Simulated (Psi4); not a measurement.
# UTPSS/def2-TZVP (core potential) run of SnH3 (SMILES [SnH3])

Aim: the vertical doublet–quartet gap of SnH3 at UTPSS/def2-TZVP (core potential), from 2 runs. 

The calculation is run with Psi4 1.11.

1 further run of the same task is left out (set aside as unsound or not needed).

## (1) Starting point

The species is SnH3 (4 atoms), meant as a doublet with charge 0. SMILES: `[SnH3]`. Geometry: relaxed at PBE0-D4/def2-TZVP.

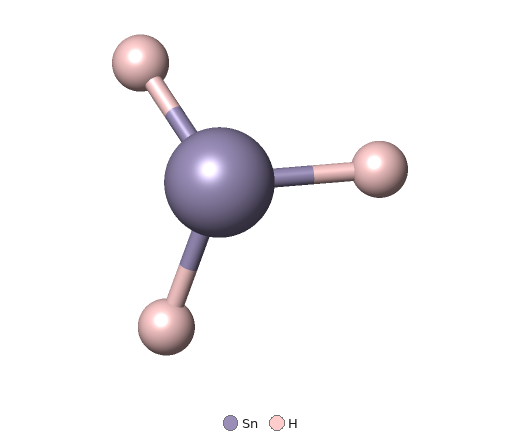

Viewed from a chosen angle; tin purple, hydrogen pink.

## (2) Energy and gradient at UTPSS/def2-TZVP (core potential)

File h3sn.xyz:

```xyz
4
H3Sn
Sn     0.280200    -0.211600    -0.271700
H      1.055200     0.011000     1.241700
H     -1.125000    -1.172200    -0.064000
H     -0.154900     1.312500    -0.926300
```

File run.py:

```python
import psi4

psi4.set_memory('1600 MB')
psi4.set_num_threads(1)
psi4.set_output_file('psi4.out', False)

with open('h3sn.xyz') as f:
    atoms = ''.join(f.readlines()[2:])
molecule = psi4.geometry('0 2\n' + atoms + 'symmetry c1\nno_reorient\nno_com')

options = {'basis': 'def2-TZVP', 'reference': 'uks', 'puream': True, 'e_convergence': 1e-09, 'd_convergence': 1e-08, 'scf_type': 'pk', 'dft_radial_points': 99, 'dft_spherical_points': 590, 'maxiter': 200}
psi4.set_options(options)

E, wfn = psi4.gradient('tpss', return_wfn=True)
psi4.oeprop(wfn, 'MAYER_INDICES', 'QUADRUPOLE', 'LOWDIN_CHARGES')
print('gradient / Eh bohr^-1')
print(E.np.round(6))
print(f'energy = {wfn.energy():.10f} Eh')
```

Run with:

```console
$ python run.py
```

psi4.out:

```text
[...]
    !!!  WARNING: ECP capability is in beta. Please check occupations closely.  !!!
[...]
  Running in c1 symmetry.
[...]
  Nuclear repulsion =   20.933398960836097
[...]
  Multiplicity = 2
[...]
  Nalpha       = 13
  Nbeta        = 12
[...]
    Number of basis functions: 68
[...]
   @UKS iter   1:  -215.77662122264925   -1.03324e+00   9.21744e-03 ADIIS/DIIS
[...]
   @UKS iter  11:  -215.95922868781486   -1.10560e-11   7.69557e-09 DIIS
[...]
   @S^2 Observed:                7.514937786E-01
[...]
    Orbital Energies [Eh]
    ---------------------
    Alpha Occupied:
       1A     -4.926175     2A     -3.300772     3A     -3.295545
       4A     -3.295544     5A     -0.943038     6A     -0.942961
       7A     -0.942961     8A     -0.938188     9A     -0.938187
      10A     -0.474983    11A     -0.304531    12A     -0.304528
      13A     -0.192888
    Alpha Virtual:
      14A     -0.007962    15A      0.001836    16A      0.001838
      17A      0.081001    18A      0.081002    19A      0.084875
      20A      0.125679    21A      0.136236    22A      0.136236
      23A      0.238968    24A      0.276618    25A      0.276619
[...]
  @UKS Final Energy:  -215.95922868781486
   => Energetics <=
    Nuclear Repulsion Energy =             20.9333989608360973
    One-Electron Energy =                -419.4963638884770489
    Two-Electron Energy =                 201.6233353313211296
    DFT Exchange-Correlation Energy =     -19.0195990914950386
    Empirical Dispersion Energy =           0.0000000000000000
    VV10 Nonlocal Energy =                  0.0000000000000000
    Total Energy =                       -215.9592286878148570
[...]
  -Total Gradient:
     Atom            X                  Y                   Z
    ------   -----------------  -----------------  -----------------
       1       -0.002115596829     0.001547398115     0.002120037030
       2       -0.000639753740    -0.000473491994    -0.002083533557
       3        0.001960313904     0.000937788325    -0.000529464356
       4        0.000796897946    -0.002012889155     0.000492881378
[...]
 Multipole Moments:
 ------------------------------------------------------------------------------------
     Multipole            Electronic (a.u.)      Nuclear  (a.u.)        Total (a.u.)
 ------------------------------------------------------------------------------------
 L = 1.  Multiply by 2.5417464519 to convert [e a0] to [Debye]
 Dipole X            :        -11.1487726           11.2244063            0.0756336
 Dipole Y            :          8.4552907           -8.5111375           -0.0558468
 Dipole Z            :         10.7448543          -10.8205718           -0.0757175
 Magnitude           :                                                    0.1207164
 L = 2.  Multiply by 1.3450342976 to convert [e a0^2] to [Debye ang]
 Quadrupole XX       :        -35.4696137           14.7496795          -20.7199342
 Quadrupole XY       :          0.4611470           -0.6333680           -0.1722210
[...]
```

Standard output:

```text
gradient / Eh bohr^-1
[[-0.002116  0.001547  0.00212 ]
 [-0.00064  -0.000473 -0.002084]
 [ 0.00196   0.000938 -0.000529]
 [ 0.000797 -0.002013  0.000493]]
energy = -215.9592286878 Eh
```

Wall time 21 s (1 thread of Intel Xeon 6975P-C (Granite Rapids), shared host); peak memory 0.77 GiB.

## (3) The quartet: a single-point energy at UTPSS/def2-TZVP (core potential)

h3sn.xyz is that of step 2.

File calc.py:

```python
import psi4

psi4.set_memory('1600 MB')
psi4.set_num_threads(1)
psi4.set_output_file('psi4.out', False)

with open('h3sn.xyz') as f:
    atoms = ''.join(f.readlines()[2:])
molecule = psi4.geometry('0 4\n' + atoms + 'symmetry c1\nno_reorient\nno_com')

psi4.set_options({
    'reference': 'uks',
    'puream': True,
    'e_convergence': 1e-09,
    'd_convergence': 1e-08,
    'scf_type': 'pk',
    'dft_radial_points': 99,
    'dft_spherical_points': 590,
    'maxiter': 200,
})

e_tot, wfn = psi4.energy('tpss/def2-TZVP', molecule=molecule, return_wfn=True)
psi4.oeprop(wfn, 'DIPOLE', 'MULLIKEN_CHARGES', 'MAYER_INDICES', title='TPSS')
print(f'tpss/def2-TZVP energy: {e_tot:.10f} Eh')
```

Run with:

```console
$ python calc.py
```

psi4.out, shortened:

```text
[...]
    !!!  WARNING: ECP capability is in beta. Please check occupations closely.  !!!
[...]
  Running in c1 symmetry.
[...]
  Nuclear repulsion =   20.933398960836097
[...]
  Multiplicity = 4
[...]
  Nalpha       = 14
  Nbeta        = 11
[...]
    Number of basis functions: 68
[...]
 WARNING: Atomic UHF is not converging! Try casting from a smaller basis or call Rob at CCMST.
   -------------------------
[...]
   @UKS iter   1:  -215.50246589947406   -7.59083e-01   9.55775e-03 DIIS/ADIIS
[...]
   @UKS iter  23:  -215.70622827165874   -2.30216e-12   2.87078e-09 DIIS
[...]
   @S^2 Observed:                3.754418279E+00
[...]
  @UKS Final Energy:  -215.70622827165874
   => Energetics <=
    Nuclear Repulsion Energy =             20.9333989608360973
    One-Electron Energy =                -418.7413296269523357
    Two-Electron Energy =                 201.1072190725300004
    DFT Exchange-Correlation Energy =     -19.0055166780725067
    Empirical Dispersion Energy =           0.0000000000000000
    VV10 Nonlocal Energy =                  0.0000000000000000
    Total Energy =                       -215.7062282716587447
[...]
 Multipole Moments:
 ------------------------------------------------------------------------------------
     Multipole            Electronic (a.u.)      Nuclear  (a.u.)        Total (a.u.)
 ------------------------------------------------------------------------------------
 L = 1.  Multiply by 2.5417464519 to convert [e a0] to [Debye]
 Dipole X            :        -11.1610881           11.2244063            0.0633182
 Dipole Y            :          8.8261317           -8.5111375            0.3149942
 Dipole Z            :         10.4294661          -10.8205718           -0.3911057
 Magnitude           :                                                    0.5061563
[...]
  Mulliken Charges: (a.u.)
   Center  Symbol    Alpha    Beta     Spin     Total
       1    SN    11.83097 10.14190  1.68907  0.02712
       2     H     0.64007  0.38616  0.25391 -0.02622
       3     H     0.64000  0.38624  0.25376 -0.02625
       4     H     0.88895  0.08570  0.80325  0.02535
   Total alpha = 14.00000, Total beta = 11.00000, Total charge = -0.00000
  Mayer Bond Indices:
  Total Bond Index:
  Irrep: 1 Size: 4 x 4
[...]
```

The script printed:

```text
tpss/def2-TZVP energy: -215.7062282717 Eh
```

Wall time 33 s (1 thread of Intel Xeon 6975P-C (Granite Rapids), shared host); peak memory 0.77 GiB.

## (4) What came out

At UTPSS/def2-TZVP (core potential):

```
                                        quantity          value
                           doublet: total energy  -215.95923 Eh
                          doublet: dipole moment         0.31 D
     doublet: HOMO energy (highest over α and β)       -5.25 eV
      doublet: LUMO energy (lowest over α and β)       -3.91 eV
                                   doublet: ⟨S²⟩          0.751
               doublet: largest force on an atom     0.173 eV/Å
                           quartet: total energy  -215.70623 Eh
                          quartet: dipole moment         1.29 D
     quartet: HOMO energy (highest over α and β)       -1.58 eV
                                   quartet: ⟨S²⟩          3.754
vertical energy of the quartet above the doublet       6.884 eV
```

What this shows: At this shape the quartet lies 6.88 eV (664 kJ/mol) above the doublet.
